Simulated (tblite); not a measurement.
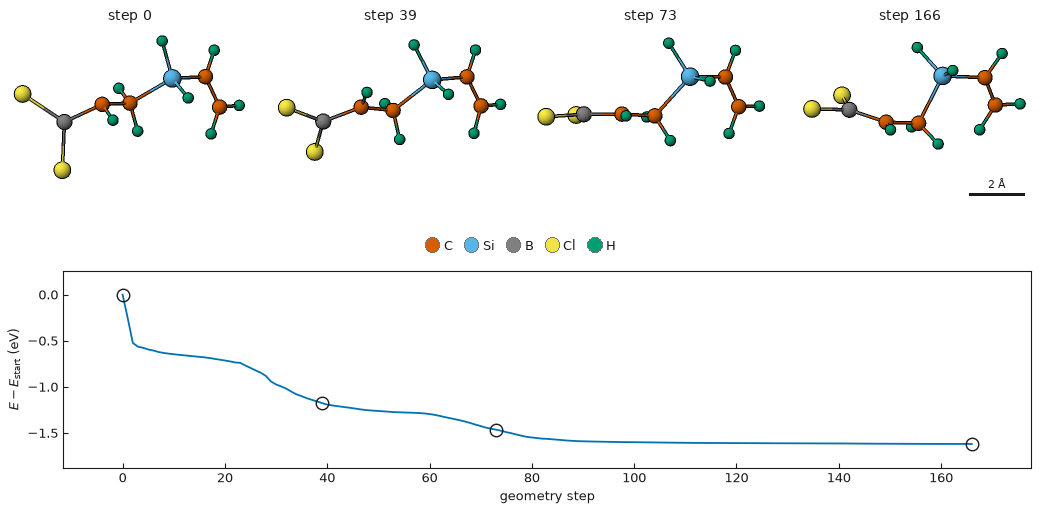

Frames of a relaxation of C4H8BCl2Si (multiplicity 2), marked on the history of the run. A ball-and-stick model, seen at a tilt.

Method: GFN2-xTB geometry optimisation, gas phase (tblite). 

Q: Describe the path.

A: The energy falls by 1.618 eV in 166 geometry steps. A Cl atom moves most after the best rigid fit: 2.96 Å. Largest moves by element: Cl 2.96 Å, H 1.49 Å, C 0.84 Å, B 0.48 Å, Si 0.41 Å. Near-neighbour distances that change, for instance: B–C 1.601 → 1.494 Å, B–Cl 1.841 → 1.750 Å, C–C 1.532 → 1.453 Å, C–Si 1.886 → 1.947 Å. Among the angles between lasting bonds that change: C–C–B 110.9° → 124.6°, B–C–H 109.3° → 119.9°, C–C–Si 121.5° → 126.7°. Groups turn about C–Si by about 65°. The run took 1.7 s on 1 thread of Arm Neoverse V1, with other jobs on the host. From step 0 to 39: a Cl atom moves most (1.12 Å), energy −1.176 eV. From step 39 to 73: a Cl atom moves most (1.40 Å), energy −0.289 eV. From step 73 to 166: an H atom moves most (0.79 Å), energy −0.153 eV.

```tsv
step	E − E(0), eV
0	0.0000
1	-0.2555
2	-0.5240
3	-0.5636
4	-0.5763
5	-0.5940
6	-0.6055
7	-0.6214
8	-0.6318
9	-0.6395
10	-0.6460
18	-0.6957
26	-0.8213
35	-1.1007
43	-1.2158
51	-1.2649
59	-1.2877
67	-1.3763
76	-1.5021
84	-1.5675
92	-1.5923
100	-1.5986
109	-1.6053
117	-1.6088
125	-1.6108
133	-1.6116
141	-1.6132
150	-1.6161
158	-1.6179
166	-1.6182
```
